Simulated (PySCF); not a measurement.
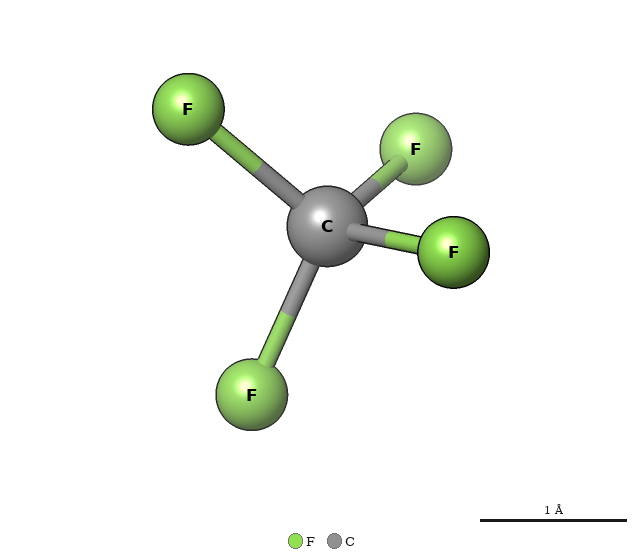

Depth is shown by fading: the farther an atom, the more it takes the colour of the background. Computed geometry: PBE0-D3(BJ)/def2-SVP optimisation. No frequency run is at hand to confirm it as a minimum. Masses are those of the most abundant isotopes; constants are for the rigid equilibrium geometry.

**Classify the rotor and give the rotational constants (MHz).**

A spherical top (Td): A = B = C = 5762 MHz.
